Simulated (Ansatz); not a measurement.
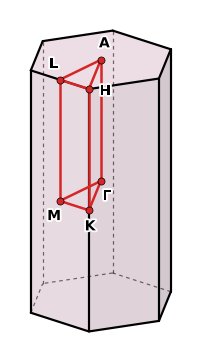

For Si₃C, the end point of a relaxation with DFT PBE, scalar-relativistic, plane waves, PAW (Ansatz 0.2.0); the starting structure was generated, so it need not be a known form of this composition: the figure shows the first Brillouin zone with its special points and a band path. The drawing is computed from the coordinates (standard cell, symmetry found to 0.002 Å).

Labels and path follow the convention of Hinuma et al. (2017), as computed by seekpath.

Which Bravais lattice has this zone?

Answer. A primitive hexagonal lattice (hP; extended symbol hP2). The zone is a hexagonal prism in its combinatorial type: 8 faces (6 with 4 edges, 2 with 6 edges), 18 edges, 12 vertices.

Write the standard path through the labelled points.

Answer. Γ–M–K–Γ–A–L–H–A | L–M | H–K
